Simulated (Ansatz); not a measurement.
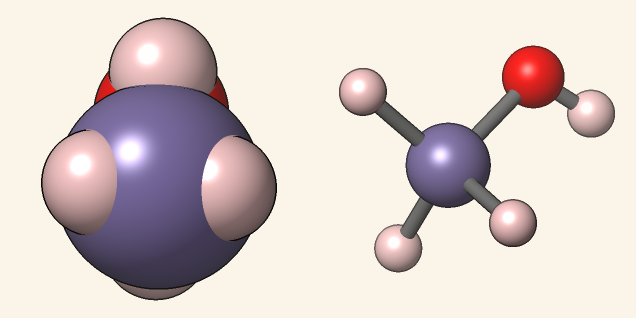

Two views of one molecule. Colours: germanium purple, hydrogen pink, oxygen red.

Computed geometry: PBE0-D4/def2-TZVP optimisation.

Identify the structure.

Formula GeH₄O. The point group is Cs. Coordination: 1 Ge tetrahedral; 1 O bent.

More results for the same structure follow; atom numbers are the same in all pictures, views and colours differ.

### Shape

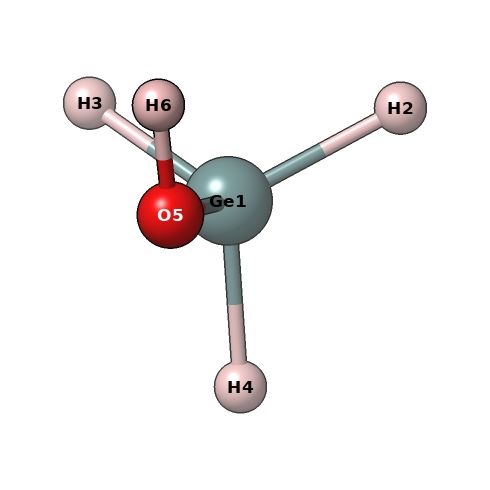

Ge1 lies behind O5. The molecule seen a little off the O5–Ge1 bond, O5 in front. Distant atoms are faded towards the background colour.

Question: What is the torsion angle H6–O5–Ge1–H2? The sign is positive where the front bond must turn clockwise to cover the back bond.

Answer: 60°, synclinal (gauche).

### Vibrations

Harmonic vibrations computed with RKS PBE0-D4/def2-TZVP (Ansatz 0.2.0) at a stationary point of the same level.

Question: How many vibrational modes are there, and where do they lie?

Answer: 12 modes: 173, 614, 631, 706, 868, 871, 888, 946, 2140, 2143, 2196, 3903 cm⁻¹.

### Dipole moment

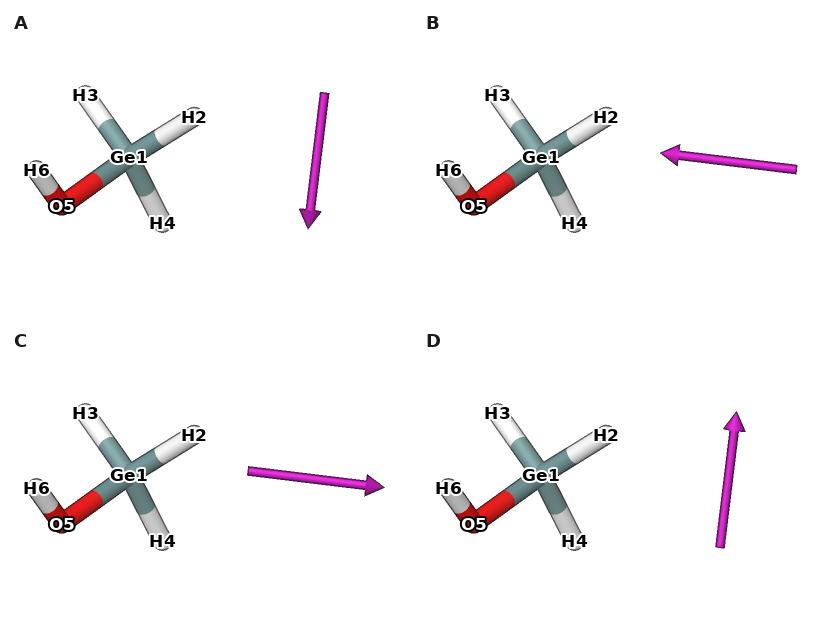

The same molecule four times, each with an arrow. Level of theory: RKS PBE0-D4/def2-TZVP (Ansatz 0.2.0).

Question: Which arrow points along the dipole moment, from the negative to the positive end?

Answer: D. The dipole moment is 1.48 D; it points from the side of H4 to the side of H2, H3 (the outermost atoms at the two ends).

### Thermal motion

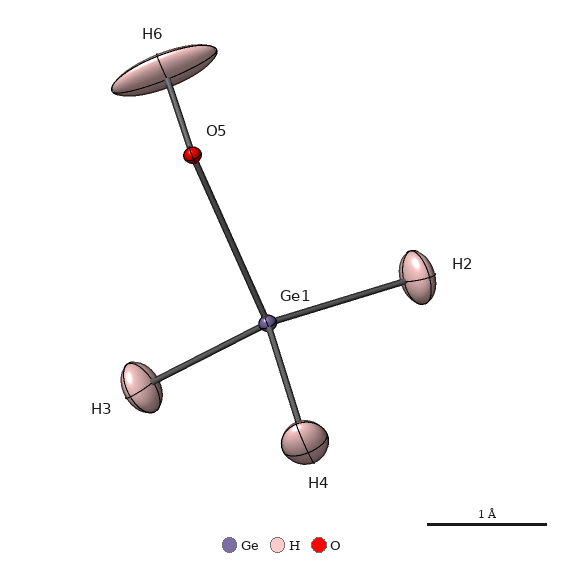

Displacement ellipsoids at the 50 % level, from the internal vibrations of the free molecule (harmonic, no overall translation or rotation; no half-axis is drawn under 0.075 Å). Vibrations computed with RKS PBE0-D4/def2-TZVP (Ansatz 0.2.0). Temperature: 100 K.

Question: Which atom has the largest mean-square displacement?

Answer: H6, with U_eq = 0.0387 Å².

Question: Does H6 move more along its bond or across it?

Answer: Across it: the root-mean-square amplitude is 0.066 Å along the bond and up to 0.307 Å across, since bending and torsion are softer than stretching.

Give the displacement parameters, one line for each set of equivalent atoms.

| atom | U_eq (Å²) | rms amplitudes (Å) |
| --- | --- | --- |
| Ge1 | 0.00004 | 0.005, 0.005, 0.008 |
| H2, H3 | 0.0155 | 0.088, 0.127, 0.150 |
| H4 | 0.0154 | 0.087, 0.129, 0.148 |
| O5 | 0.00064 | 0.012, 0.024, 0.035 |
| H6 | 0.0387 | 0.066, 0.133, 0.307 |
